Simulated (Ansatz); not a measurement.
## Electronic structure of CH6INSi (SMILES C[SiH](N)I) in real space

The calculation's input:

```
crystal:
  periodic: [false, false, false]
  atoms:
    - {symbol: C, position_ang: [-0.715462, 1.218705, -0.042764]}
    - {symbol: Si, position_ang: [-0.068538, -0.487048, -0.380156]}
    - {symbol: N, position_ang: [1.480894, -0.676783, 0.312877]}
    - {symbol: I, position_ang: [-1.760107, -2.081653, 0.489365]}
    - {symbol: H, position_ang: [-0.798489, 1.393372, 1.032523]}
    - {symbol: H, position_ang: [-0.040633, 1.965685, -0.468364]}
    - {symbol: H, position_ang: [-1.707284, 1.345046, -0.480043]}
    - {symbol: H, position_ang: [0.045015, -0.812446, -1.820122]}
    - {symbol: H, position_ang: [2.023477, -1.494593, 0.081551]}
    - {symbol: H, position_ang: [1.624226, -0.421583, 1.278134]}
basis:
  gaussian: {orbitals: def2-TZVPP}
hamiltonian: {xc: pbe0, dispersion: d4}
output: {orbitals: {seedname: orbitals}}
```

Run with:

```sh
ansatz run in.yaml --threads 4 --pin off --events-out ev --progress --plain --max-ram 10444MiB
```

Geometry: PBE0-D4/def2-TZVP; core potentials replace the inner electrons of I.

Theory: RKS PBE0-D4/def2-TZVPP in Ansatz 0.2.0.

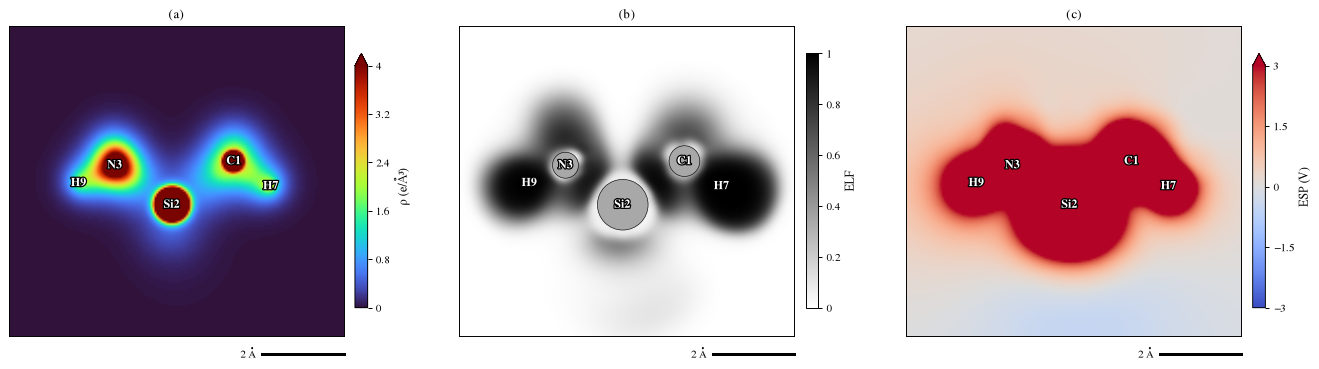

Figure 1. (a) electron density; (b) electron localisation function; (c) electrostatic potential on the plane of atoms C1, Si2 and N3. Grey discs cover the atomic cores in the ELF map.

### Read the bonding off the picture.

- Atoms in the plane: C, Si, N and H.
- Si–N (1.71 Å): ρ is about 1.2 e/Å³ halfway; the ELF peaks at about 0.90 between the atoms, as expected for a polar covalent bond.
- C–Si (1.86 Å): ρ at the midpoint is about 1 e/Å³; the ELF peaks at about 0.95 between the atoms; a shared electron pair.
- N–H (1.01 Å): ρ is about 2.9 e/Å³ halfway; the ELF climbs to about 1 towards the hydrogen, as it does in any bond to H (an ordinary covalent bond to hydrogen).
- C–H (1.09 Å): ρ at the midpoint is about 2 e/Å³; the ELF climbs to about 1 towards the hydrogen; a covalent bond by its length.
- Outside the dense part of the molecule the potential is most negative (−0.5 V) near I4, which lies off the plane.

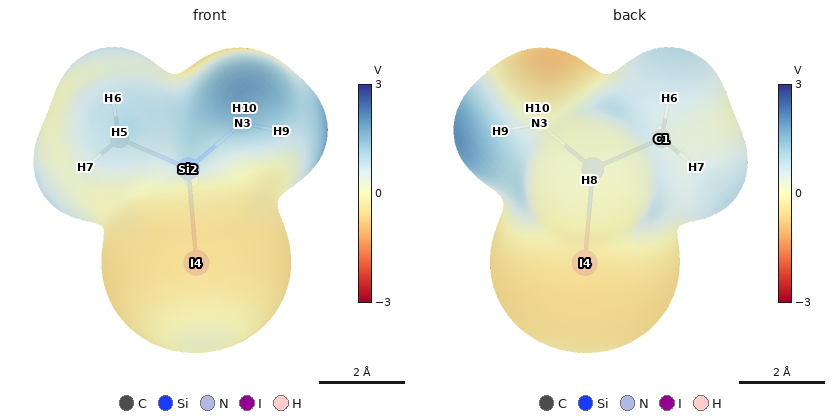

Figure 2. The molecular electrostatic potential painted on the density surface at 0.002 e/bohr³, seen from the front and from behind; red is negative and blue positive.

### Where is the surface potential most negative and most positive?

The most negative region (about −0.9 V) lies over N3, the most positive (about +2.0 V) over H9 and H10. I4 shows a σ-hole: about +0.2 V at the tip opposite its bond, against about −0.6 V on its flanks.

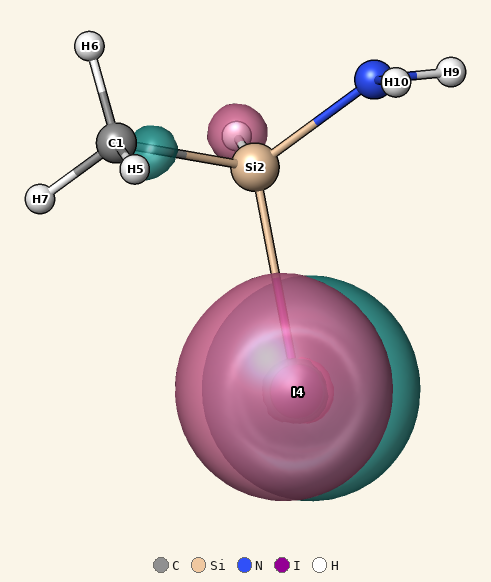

Figure 3. The HOMO−1 at ±0.15 Å⁻³ᐟ² (teal and pink are the two phases), seen at a tilt.

### Where does this orbital lie, and at what energy?

It lies mainly on I4 (about 90 %); largely a lone pair of I4. Its energy is −7.28 eV.
